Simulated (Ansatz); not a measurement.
# CH8BNSi: the cost of one run

All numbers below are computed with Ansatz 0.2.0 (RKS PBE-D4/def2-SVP).

**1. The structure to begin with**

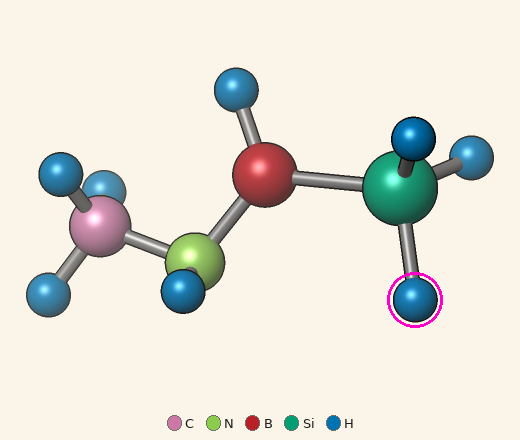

Start, viewed from a chosen angle; carbon pink, nitrogen green, boron red, silicon teal, hydrogen blue. Ringed: H12.

As a file:

```xyz
12

C    -0.5182    1.9334    0.1689
N    -0.8057    0.5322    0.1307
B     0.4579   -0.2120   -0.2162
Si    0.5586   -2.1404   -0.3082
H    -1.5124    2.4908    0.3936
H    -0.2404    2.3541   -0.8449
H     0.2213    2.2503    0.9279
H    -1.0472    0.2592    1.0880
H     1.5026    0.3845   -0.3768
H     0.8837   -2.5688   -1.6335
H     1.4240   -2.6943    0.6986
H    -0.8472   -2.6441    0.0057
```

**2. End point A**

Input file input.yaml:

```yaml
crystal:
  periodic: [false, false, false]
  atoms:
    - { symbol: C, position_ang: [-0.5182, 1.9334, 0.1689] }
    - { symbol: "N", position_ang: [-0.8057, 0.5322, 0.1307] }
    - { symbol: B, position_ang: [0.4579, -0.212, -0.2162] }
    - { symbol: Si, position_ang: [0.5586, -2.1404, -0.3082] }
    - { symbol: H, position_ang: [-1.5124, 2.4908, 0.3936] }
    - { symbol: H, position_ang: [-0.2404, 2.3541, -0.8449] }
    - { symbol: H, position_ang: [0.2213, 2.2503, 0.9279] }
    - { symbol: H, position_ang: [-1.0472, 0.2592, 1.088] }
    - { symbol: H, position_ang: [1.5026, 0.3845, -0.3768] }
    - { symbol: H, position_ang: [0.8837, -2.5688, -1.6335] }
    - { symbol: H, position_ang: [1.424, -2.6943, 0.6986] }
    - { symbol: H, position_ang: [-0.8472, -2.6441, 0.0057] }
basis:
  gaussian: { orbitals: def2-SVP }
hamiltonian:
  xc: pbe
  dispersion: d4
relax:
  f_tol: 0.02
  max_steps: 50
output:
  orbitals: {}
```

Run with:

```console
> ansatz run input.yaml --threads 2 --pin off --max-ram 3072MiB --backend cpu --events-out ev --progress --plain --runs-dir out
```

Q: Estimate wall time and peak memory on 2 threads of Intel Xeon 6975P-C (Granite Rapids), shared host.

About 14 s, with a peak of 0.17 GiB.
